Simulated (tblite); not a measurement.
# C5H6ClFO2: the cost of one run

The runs use tblite 0.8.0 and PySCF 2.14.0, with density-fitted response routines of our own; the level of theory stands in each step. All values are computed, except where a source is named. Atoms count from 0, in the outputs and in this text.

## 1. The molecule as given

15 atoms, charge -1, multiplicity 2; geometry from: force field or distance geometry start.

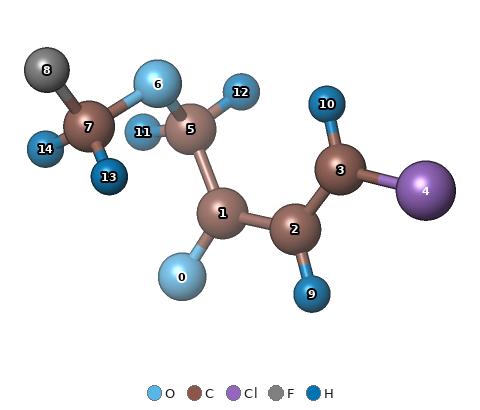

The starting geometry (oxygen blue, carbon brown, chlorine purple, fluorine grey, hydrogen blue), atoms numbered.

## 2. Optimising the geometry with GFN2-xTB

The job: settings as JSON, then the geometry in Å.

```
{"job": {"kind": "relax", "xc": "GFN2-xTB", "basis": "xTB"}, "charge": -1, "multiplicity": 2}
O     -0.886400    -1.693600    -0.903300
C     -0.127200    -0.710300    -0.752200
C      1.276400    -1.044300    -0.533600
C      2.206100    -0.146400    -0.203900
Cl     3.851500    -0.576000     0.049400
C     -0.715500     0.668600    -0.707900
O     -0.698600     1.234300     0.609600
C     -1.479600     0.448700     1.498200
F     -1.747000     1.231800     2.576800
H      1.541200    -2.086400    -0.662300
H      2.017100     0.896100    -0.030400
H     -1.738500     0.706500    -1.099100
H     -0.122700     1.337800    -1.332500
H     -0.930100    -0.429400     1.850400
H     -2.451100     0.170500     1.057600
```

Command:

```bash
$ OMP_NUM_THREADS=1 python probes_run.py task.json out
```

This one command runs all jobs of the session in turn.

Q: Estimate the wall time of this first job on 1 thread of Intel Xeon at 2.50GHz, shared host.

About 2.8 s.
